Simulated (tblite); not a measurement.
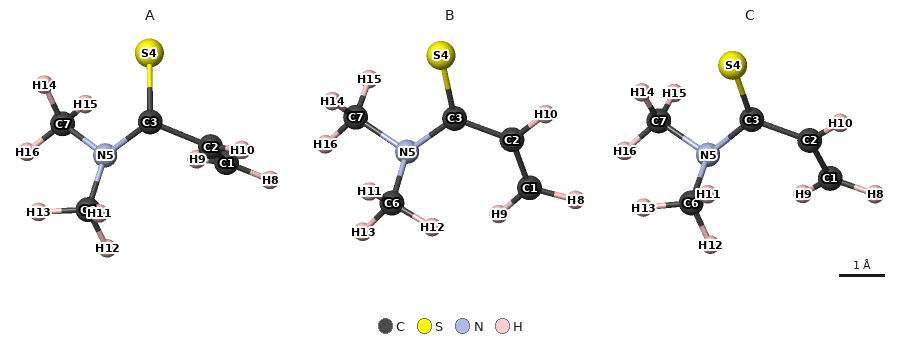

3 geometries from one relaxation of C$_{5}$H$_{9}$NS (charge −1, multiplicity 2), in shuffled order. The picture is a ball-and-stick view, seen at a tilt.

The calculation used GFN2-xTB geometry optimisation, gas phase (tblite 0.8.0). 

Q: Put them in the order of the run, from the start to the converged end.

A: A, C, B. They are steps 0, 29, 146, at +1.904 eV, +0.239 eV relative to the last. Over 146 geometry steps the energy falls by 1.904 eV. The largest moves after the best rigid fit, 1.30 Å, are those of S4 and H9. Largest moves by element: H 1.30 Å, S 1.29 Å, C 0.58 Å, N 0.38 Å. Among the contacts that change: S4–C7 2.597 → 2.973 Å, C2–C3 1.491 → 1.395 Å, C3–S4 1.780 → 1.708 Å, C1–C2 1.332 → 1.366 Å. Among the angles between lasting bonds that change: S4–C3–N5 103.8° → 120.6°, C2–C3–S4 105.9° → 121.0°, C1–C2–C3 118.5° → 127.4°. Groups turn about N5–C6 by about 65°, N5–C7 by about 30°.
